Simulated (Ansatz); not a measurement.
Run report: Cu$_{2}$Br$_{2}$, single-point calculation

- system: Cu$_{2}$Br$_{2}$ ((CuBr)2 ring)
- method: RKS PBE0-D4/def2-TZVP (Ansatz 0.2.0)

The geometry comes from this level: r2SCAN-D4/def2-SVP. Figures and captions count atoms from 1; the log counts them from 0 in places.

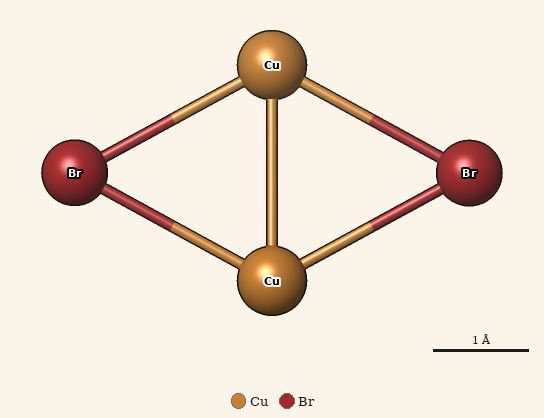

Figure 1. The structure as given in the input (ball-and-stick view, seen on its broad side). Sticks mark near contacts. Bond lengths as drawn: Br–Cu 2.37 Å and Cu–Cu 2.28 Å.

## Input
```yaml
crystal:
  periodic: [false, false, false]
  atoms:
    - {symbol: Cu, position_ang: [-0.570314, -0.623254, -0.768926]}
    - {symbol: Br, position_ang: [1.790819, -0.489752, -0.931313]}
    - {symbol: Cu, position_ang: [0.570315, 0.623256, 0.768932]}
    - {symbol: Br, position_ang: [-1.790820, 0.489750, 0.931317]}
basis:
  gaussian: {orbitals: def2-TZVP, initial_orbitals: start.molden}
hamiltonian: {xc: pbe0, dispersion: d4}
scf: {omitted_lower_state_checks: [starts]}
output: {forces: true, orbitals: {seedname: orbitals}}
```

Machine: 4 threads of Arm Neoverse V1, 23 GiB of memory available, shared host.

Launch command:
```bash
ansatz run in.yaml --threads 4 --pin off --events-out ev --progress --plain --max-ram 3916MiB
```

## The program's output
```
Functional definition: PBE0
  name "PBE0"
  cite "Adamo & Barone, J. Chem. Phys. 110, 6158 (1999) doi:10.1063/1.478522"
  cite "Perdew, Burke & Ernzerhof, Phys. Rev. Lett. 77, 3865 (1996) doi:10.1103/PhysRevLett.77.3865"
  parent pbe
  parameter a = 0.25
  parameter kappa = 0.804
  parameter beta = 0.06672455060314922
  exchange = (1 - a)*pbe_x(kappa = kappa, mu = beta*pi^2/3) + a*exact_x
  correlation = pbe_c(beta = beta)
these checks for a lower state are left out or cut short: starts
1590 factors; integrals over basis functions are off by at most 1.0e-3 eV
mean field evaluation 1: about -229347.0668 eV, gradient 2.0e2 eV
mean field evaluation 2: about -229349.0765 eV, gradient 5.7e0 eV
mean field evaluation 4: about -229349.4462 eV, gradient 7.2e-1 eV
mean field evaluation 8: about -229349.4482 eV, gradient 2.9e-5 eV
mean field -229349.44816326 eV, -8428.4367613605 hartree, gradient 2.9e-5 eV, S^2 0.000000; 0 other end points of the search recorded, 0 dependent functions left out
the calculation of the forces begins
reference -229349.44819449 eV, -8428.4367625079 hartree; 64, 64 occupied and 122, 122 virtual orbitals, 1590 factors
Total energy: -229349.60631255 eV, -8428.4425732394 hartree
Atom 0 at    -0.570314    -0.623254    -0.768926 Å, force    -0.391323    -0.427561    -0.527484 eV/Å
Atom 1 at     1.790819    -0.489752    -0.931313 Å, force     0.047943    -0.013084    -0.024895 eV/Å
Atom 2 at     0.570315     0.623256     0.768932 Å, force     0.391323     0.427561     0.527484 eV/Å
Atom 3 at    -1.790820     0.489750     0.931317 Å, force    -0.047943     0.013084     0.024895 eV/Å
Dipole moment:     0.000000     0.000000     0.000000 e Å
Checks for a lower state left out: starts
```

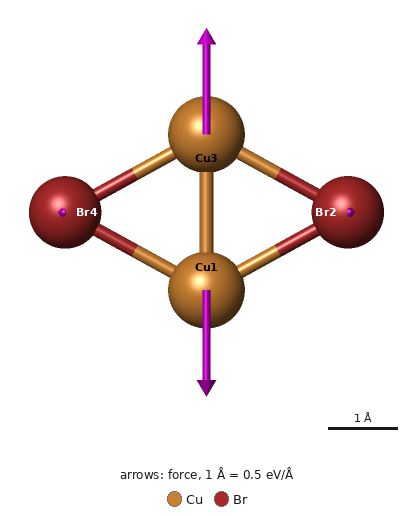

Figure 2. Forces on the atoms as pink arrows (ball-and-stick view, seen on its broad side; atoms are numbered from 1 in the order of the input). The largest act on Cu1, Cu3 (0.78 eV/Å). The geometry is not a stationary point of this energy.

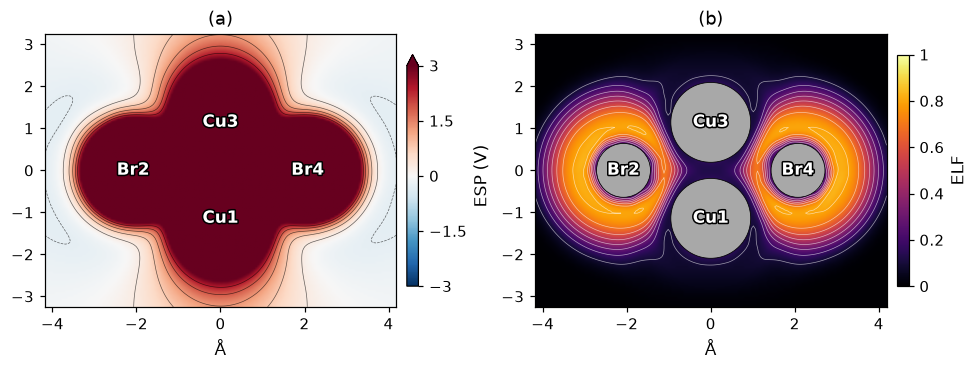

Figure 3. (a) electrostatic potential; (b) ELF on the molecular plane. Grey discs, where drawn, cover atomic cores. The section cuts through Cu and Br sites. Cu–Cu (2.28 Å): the ELF is about 0.15 at the midpoint. Cu–Br (2.37 Å): the ELF peaks at about 0.75 in the valence shell of Br, 1.0 Å from its nucleus, and is about 0.45 at the midpoint.

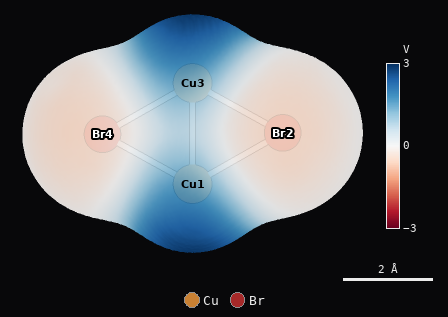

Figure 4. The molecular electrostatic potential painted on the density surface at 0.004 e/bohr³, seen at a tilt; the colour scale runs from red (negative) to blue (positive). A positive charge is drawn to the negative regions and a negative charge to the positive ones.

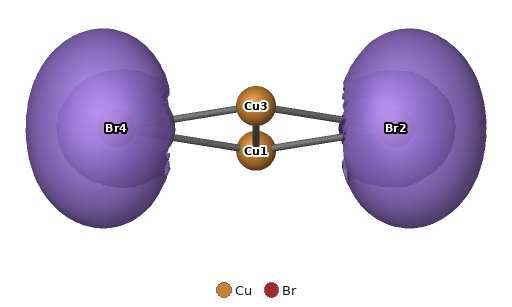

Figure 5. Isosurface of the electron localisation function at 0.75 (purple), seen from the side. Core shells and regions of very low density are left out. Along the contacts the grid gives the following. Cu–Cu (2.28 Å): the ELF is about 0.15 at the midpoint. Cu–Br (2.37 Å): the ELF peaks at about 0.75 in the valence shell of Br, 1.0 Å from its nucleus, and is about 0.45 at the midpoint.

## Key numbers

```tsv
quantity	value
outcome	converged
total energy	−229349.6063 eV
mean-field energy	−229349.4482 eV
dispersion energy	−0.1581 eV
SCF solution under orbital rotations	stable
HOMO	−7.19 eV
LUMO	−1.87 eV
largest force (length of the vector)	0.784 eV/Å
dipole moment	0.00 D
wall time	6.5 s (CPU time 24 s)
peak memory	0.6 GiB
```
